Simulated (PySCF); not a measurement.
Molecule: SMILES C/C=C\c1ccco1. Atoms near the plane z = 0.0 Å, at the GFN2-xTB optimised geometry (x, y, z in Å): C1 (-2.4, -0.4, 0.0), C2 (-1.6, -1.6, 0.0), C3 (-0.2, -1.7, 0.0), C4 (0.7, -0.5, 0.0), C5 (2.0, -0.5, 0.0), C6 (2.4, 0.8, 0.0), C7 (1.3, 1.6, 0.0), O8 (0.2, 0.7, 0.0), H9 (-2.2, 0.2, 0.9), H10 (-3.4, -0.6, 0.0), H11 (-2.2, 0.3, -0.9), H12 (-2.1, -2.5, 0.0), H13 (0.3, -2.6, 0.0), H14 (2.7, -1.4, 0.0), H15 (3.4, 1.2, 0.0), H16 (1.1, 2.6, 0.0).

Calculation: PBE/def2-TZVP (PySCF). Cells within 0.4 Å of a nucleus heavier than hydrogen are left out (blank, or x). The values are rescaled to run from 0 to 1.

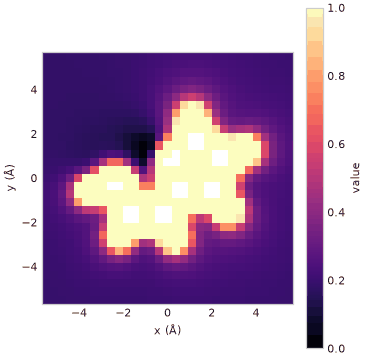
*a field on the plane z = 0.0 Å.*

Q: Which quantity is mapped?
A) deformation density (molecule minus spherical neutral atoms)
B) electrostatic potential
C) log10 of the electron density
D) an orbital amplitude

A: B, electrostatic potential. In full: electrostatic potential (hartree/e), clipped to [-0.08, 0.12].
